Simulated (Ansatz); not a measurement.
# One crystal, many levels of theory: TiO2 (Rutile)

Wanted: a ladder of band gaps for TiO2 (Rutile), from density functionals to G0W0.

Main program and level: Ansatz 0.2.0; density functionals, hybrids and G0W0, plane waves, PAW.

**What was measured.**

- Gap 3.03 eV: direct gap, E perpendicular to c; optical experiment; 1.6 K; bulk crystal (literature value) (quoted in “Shallow Valence Band of Rutile GeO2 and P-type Doping”, 2020, arxiv:2011.08928).

- Gap 3.09 ± 0.06 eV: optical gap from Tauc plot assuming indirect allowed transition; UV/vis diffuse reflectance, Kubelka-Munk and Tauc analysis; film (30 nm ALD shell on quartz particles, grown at 200 C, annealed in air at 500 C; rutile-rich with some anatase) on SiO2 (quartz particles) (“Defect-Mediated Crystallization of the Particulate TiO2 Photocatalyst Grown by Atomic Layer Deposition”, 2024, pmc:11726664).

- Gap 3.28 eV: optical bandgap after anatase to rutile transformation; spectroscopic ellipsometry; film (polycrystalline sol-gel film on Si(100), annealed at high temperature below 800 °C) (“Photocatalytic Performance of Sol-Gel Prepared TiO2 Thin Films Annealed at Various Temperatures”, 2023, pmc:10419699).

- Gap 3.05 eV: band gap; bulk crystal (literature experimental value) (quoted in “Hydrogen related defects in titanium dioxide at the interface to palladium”, 2021, arxiv:2112.05953).

Report form: the programs' logs are mostly left out.

In doubt: masses and optical values from hybrid runs of this build are listed as unsure (steps 7, 8), which bears on the screening that GW takes from such a start.

## Step 1: Set-up

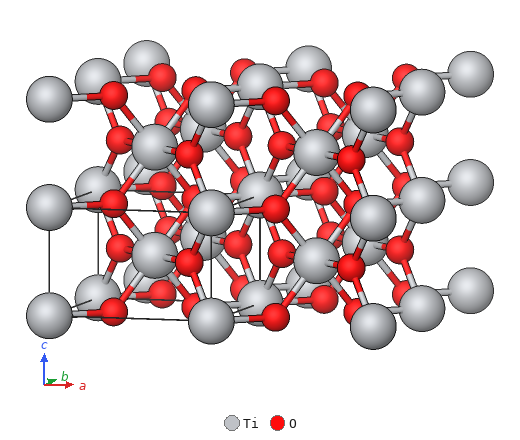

Start, viewed slightly off an axis; titanium light grey, oxygen red. 2×2×2 cells are drawn. Some periodic images of atoms are drawn too.

The cell and positions come from the Crystallography Open Database and are kept as given unless a step says otherwise. The default PAW set here is soft_2. Its files were made with PBE.

## Step 2: LDA on the 6×6×8 mesh

This step: DFT, LDA, plane waves, PAW.

Input file input.yaml:

```yaml
crystal:
  lattice:
    - [4.5922, 0.0, 0.0]
    - [0.0, 4.5922, 0.0]
    - [0.0, 0.0, 2.9574]
  atoms:
    - { symbol: Ti, position: [0.0, 0.0, 0.0] }
    - { symbol: Ti, position: [0.5, 0.5, 0.5] }
    - { symbol: O, position: [0.30496, 0.30496, 0.0] }
    - { symbol: O, position: [0.19504, 0.80496, 0.5] }
    - { symbol: O, position: [0.69504, 0.69504, 0.0] }
    - { symbol: O, position: [0.80496, 0.19504, 0.5] }
kpoints:
  mp_grid: { grid: [6, 6, 8] }
  band_path:
    path:
      - [0.0, 0.0, 0.0]
      - [0.0, 0.5, 0.0]
      - [0.5, 0.5, 0.0]
      - [0.0, 0.0, 0.5]
      - [0.0, 0.5, 0.5]
      - [0.5, 0.5, 0.5]
    npoints: 1
hamiltonian:
  xc: lda
scf:
  occupations: { method: fixed }
  n_extra_bands: 6
output:
  eigenvalues: true
  forces: true
  stress: true
  write_density: true
  write_potential: true
  elf: true
  volumetric_format: npy
```

The run is started by

```
> ansatz run input.yaml --threads 2 --pin off --max-ram 92160MiB --backend cuda --events-out ev --progress --plain --runs-dir out --devices 1 --max-vram 13GiB  # rebuilt from the run's record
```

The job ended after 2.5 s (1 × NVIDIA H100 80GB HBM3 (shared by 6 runs) with 2 threads of AMD EPYC 7R13 (Zen 3), shared host; peak memory 0.94 GiB; 2.7 s of CPU time).

This step gave:

```yaml
pressure: -7.957 GPa
gap: 1.812 eV
valence_top_at: Γ
conduction_bottom_at: Γ
least_direct_gap: 1.812 eV
```

Over mesh and listed points the gap is 1.812 eV, direct, at k = Γ. The pressure in this cell is -8 GPa; the cell is kept.

## Step 3: r2SCAN on the 6×6×8 mesh

Levels along a band path and on the mesh show where this functional puts the band edges.

This step: DFT, r2SCAN, plane waves, PAW.

input.yaml, the sections that differ from step 2:

```yaml
kpoints:
  mp_grid: { grid: [6, 6, 8] }
  band_path:
    path:
      - [[0.0, 0.0, 0.0], [0.0, 0.5, 0.0], [0.5, 0.5, 0.0], [0.0, 0.0, 0.0], [0.0, 0.0, 0.5], [0.0, 0.5, 0.5], [0.5, 0.5, 0.5], [0.0, 0.0, 0.5]]
      - [[0.0, 0.5, 0.0], [0.0, 0.5, 0.5]]
      - [[0.5, 0.5, 0.0], [0.5, 0.5, 0.5]]
    npoints: 10
hamiltonian:
  xc: r2scan
scf:
  occupations: { method: fermi_dirac, width: 0.02 }
  n_extra_bands: 6
# crystal, output: as in step 2
```

Elapsed: 4.2 s, on 1 × NVIDIA H100 80GB HBM3 (shared by 6 runs) with 2 threads; peak memory 1.1 GiB.

This step gave:

| Quantity | Value |
| --- | --- |
| pressure | 0.2004 GPa |
| filled bands | 24 |
| gap | 2.231 eV |
| valence top at | Γ |
| conduction bottom at | Γ |
| least direct gap | 2.231 eV |

Over mesh and path the gap is 2.231 eV, direct, at k = Γ. r2SCAN against LDA: 2.231 − 1.812 = +0.419 eV. The runs also differ in plane-wave cutoff (420 eV and 500 eV), so how much of this comes from the functional alone is not known.

## Step 4: HSE06 on the 4×4×6 mesh

HSE06 mixes in a quarter of exact exchange at short range.

This step: DFT, HSE06, plane waves, PAW.

Input file input.yaml:

```yaml
crystal:
  lattice:
    - [4.5922, 0.0, 0.0]
    - [0.0, 4.5922, 0.0]
    - [0.0, 0.0, 2.9574]
  atoms:
    - { symbol: Ti, position: [0.0, 0.0, 0.0] }
    - { symbol: Ti, position: [0.5, 0.5, 0.5] }
    - { symbol: O, position: [0.30496, 0.30496, 0.0] }
    - { symbol: O, position: [0.19504, 0.80496, 0.5] }
    - { symbol: O, position: [0.69504, 0.69504, 0.0] }
    - { symbol: O, position: [0.80496, 0.19504, 0.5] }
kpoints:
  mp_grid: { grid: [4, 4, 6] }
  band_path:
    path:
      - [0.0, 0.0, 0.0]
      - [0.0, 0.5, 0.0]
      - [0.5, 0.5, 0.0]
      - [0.0, 0.0, 0.5]
      - [0.0, 0.5, 0.5]
      - [0.5, 0.5, 0.5]
    npoints: 1
hamiltonian:
  xc: hse06
scf:
  occupations: { method: fixed }
  n_extra_bands: 6
output:
  eigenvalues: true
```

It took 14 s on 1 × NVIDIA H100 80GB HBM3 (shared by 6 runs) with 2 threads; peak memory 1.4 GiB.

This step gave:

| Quantity | Value |
| --- | --- |
| gap | 3.396 eV |
| valence top at | Γ |
| conduction bottom at | Γ |
| least direct gap | 3.396 eV |
| exact-exchange fraction | 0.25 |

Over mesh and listed points the gap is 3.396 eV, direct, at k = Γ. HSE06 against LDA: 3.396 − 1.812 = +1.584 eV. The runs also differ in mesh (6×6×8 and 4×4×6), so how much of this comes from the functional alone is not known.

## Step 5: PBE0 on the 4×4×6 mesh

PBE0 mixes in a quarter of exact exchange at all distances.

This step: DFT, PBE0, plane waves, PAW.

input.yaml: that of step 4 with these lines changed.

```diff
@@ -24,3 +24,3 @@
 hamiltonian:
-  xc: hse06
+  xc: pbe0
 scf:
@@ -30 +30,5 @@
   eigenvalues: true
+  write_density: true
+  write_potential: true
+  elf: true
+  volumetric_format: npy
```

Wall time 14 s (1 × NVIDIA H100 80GB HBM3 (shared by 6 runs) with 2 threads); peak memory 1.4 GiB; 19 s of CPU time.

Numbers from this step:

```yaml
gap: 4.156 eV
valence_top_at: Γ
conduction_bottom_at: Γ
least_direct_gap: 4.156 eV
exact_exchange_fraction: 0.25
```

Over mesh and listed points the gap is 4.156 eV, direct, at k = Γ. PBE0 against HSE06: 4.156 − 3.396 = +0.760 eV, with the same mesh, files and cutoff, and both edges at the same k points.

## Step 6: G0W0@r2SCAN, 4×4×6 mesh, 493 empty bands, screening to 230 eV

G0W0 replaces the xc potential by a self-energy built once from the orbitals of the start. Levels are corrected in the window of bands that the input names, at points of the mesh.

This step: G0W0 on r2SCAN, plane waves, PAW.

Input file input.yaml:

```yaml
crystal:
  lattice:
    - [4.5922, 0.0, 0.0]
    - [0.0, 4.5922, 0.0]
    - [0.0, 0.0, 2.9574]
  atoms:
    - { symbol: Ti, position: [0.0, 0.0, 0.0] }
    - { symbol: Ti, position: [0.5, 0.5, 0.5] }
    - { symbol: O, position: [0.30496, 0.30496, 0.0] }
    - { symbol: O, position: [0.19504, 0.80496, 0.5] }
    - { symbol: O, position: [0.69504, 0.69504, 0.0] }
    - { symbol: O, position: [0.80496, 0.19504, 0.5] }
kpoints:
  mp_grid: { grid: [4, 4, 6] }
hamiltonian:
  xc: r2scan
scf:
  occupations: { method: fixed }
gw:
  n_empty_bands: 493
  ecut_chi: 230.0
  qp_bands: [v2, c2]
  qp_kpoints: band_edges
  screening: { model: contour_deformation }
```

Run time: 45 s. Hardware: 1 × NVIDIA H100 80GB HBM3 (shared by 6 runs) with 2 threads; peak memory 2.4 GiB; 79 s of CPU time.

This step gave:

```
bands summed                                    : 517
RPA ε∞ on this mesh (eigenvalues)               : 6.263, 6.263, 7.455
plane waves in the screening matrix             : 507
G0W0 gap over the corrected points              : 3.264 eV
k of the valence top                            : 0, 0, 0
k of the conduction bottom                      : 0, -0.5, -0.5
starting gap on the mesh                        : 2.231 eV
Z at the valence top                            : 0.7141
Z at the conduction bottom                      : 0.7237
least direct G0W0 gap over the corrected points : 3.306 eV
```

Over 19 of 24 irreducible mesh points the G0W0 gap is 3.264 eV, from k = Γ to k = (0.000, -0.500, -0.500). The r2SCAN gap of this run on the mesh is 2.231 eV. Other states bound it: the two that bound the G0W0 gap lie 2.275 eV apart in r2SCAN, so state for state the correction is 3.264 − 2.275 = +0.989 eV, while gap against gap it is 3.264 − 2.231 = +1.033 eV.

## Step 7: G0W0@HSE06, 4×4×6 mesh, 493 empty bands, screening to 230 eV

This step: G0W0 on HSE06, plane waves, PAW.

input.yaml: that of step 6 with these lines changed.

```diff
@@ -15,3 +15,3 @@
 hamiltonian:
-  xc: r2scan
+  xc: hse06
 scf:
```

Elapsed: 1.9 min, on 1 × NVIDIA H100 80GB HBM3 (shared by 6 runs) with 2 threads; peak memory 2.6 GiB.

Numbers from this step:

| Property | Result |
| --- | --- |
| bands summed | 517 |
| RPA ε∞ on this mesh (eigenvalues) | 4.928, 4.928, 5.771 |
| plane waves in the screening matrix | 507 |
| G0W0 gap over the corrected points | 3.665 eV |
| k of the valence top | 0, 0, 0 |
| k of the conduction bottom | 0, -0.5, -0.5 |
| starting gap on the mesh | 3.396 eV |
| Z at the valence top | 0.7491 |
| Z at the conduction bottom | 0.7606 |
| least direct G0W0 gap over the corrected points | 3.701 eV |

Over 17 of 24 irreducible mesh points the G0W0 gap is 3.665 eV, from k = Γ to k = (0.000, -0.500, -0.500). The HSE06 gap of this run on the mesh is 3.396 eV. Other states bound it: the two that bound the G0W0 gap lie 3.427 eV apart in HSE06, so state for state the correction is 3.665 − 3.427 = +0.238 eV, while gap against gap it is 3.665 − 3.396 = +0.269 eV. G0W0@HSE06 against G0W0@r2SCAN with 517 bands: 3.665 − 3.264 = +0.401 eV. The runs also differ in plane-wave cutoff (500 eV and 420 eV), so how much of this comes from the start alone is not known.

## Step 8: G0W0@PBE0, 4×4×6 mesh, 493 empty bands, screening to 230 eV

This step: G0W0 on PBE0, plane waves, PAW.

input.yaml: that of step 7 with these lines changed.

```diff
@@ -15,3 +15,3 @@
 hamiltonian:
-  xc: hse06
+  xc: pbe0
 scf:
```

Wall time 76 s (1 × NVIDIA H100 80GB HBM3 (shared by 6 runs) with 2 threads); peak memory 2.5 GiB.

This step gave:

```yaml
bands_summed: 517
rpa_eps_infinity_on_this_mesh_eigenvalues: 4.547, 4.547, 5.302
plane_waves_in_the_screening_matrix: 507
g0w0_gap_over_the_corrected_points: 3.944 eV
k_of_the_valence_top: 0, 0, 0
k_of_the_conduction_bottom: 0, -0.5, -0.5
starting_gap_on_the_mesh: 4.156 eV
z_at_the_valence_top: 0.7638
z_at_the_conduction_bottom: 0.7749
least_direct_g0w0_gap_over_the_corrected_points: 3.981 eV
```

Over 17 of 24 irreducible mesh points the G0W0 gap is 3.944 eV, from k = Γ to k = (0.000, -0.500, -0.500). The PBE0 gap of this run on the mesh is 4.156 eV. Other states bound it: the two that bound the G0W0 gap lie 4.186 eV apart in PBE0, so state for state the correction is 3.944 − 4.186 = −0.242 eV, while gap against gap it is 3.944 − 4.156 = −0.212 eV. G0W0@PBE0 against G0W0@HSE06 with 517 bands: 3.944 − 3.665 = +0.279 eV, with the same mesh, files and cutoffs, and both edges at the same k points. The program's warnings for this run: coarse exchange mesh.

[end of part 1 of 2]

[Paths, hosts, dates, memory and timing lines, banners, echoed tables and standing remarks are left out of the program output.]

[Logs are printed without paths, hosts, clocks, repeated set-up lines and the standing remarks that a program may print on its own settings, such as how far it seeks lower states.]

[Runs of the session that timed out or met a known fault of the program may be left out.]

[Cells called generated may have been cut or substituted from an entry of the Crystallography Open Database or the Materials Project.]

[Hosts, paths, dates, database ids (printed as entryN), source tags and the programs' standing remarks are cut or masked in the printed files.]

[Where an RPA ε∞ is given, it is that of the G0W0 mesh and is not shown converged in it. Names of k-points follow the symmetry that the program found, which can be lower than the space group named. Band edges on a path are those of the sampled points; other points can move an edge, and change direct to indirect where valleys lie close.]

[Hybrid gaps are those of their k-mesh and are not shown converged in it.]
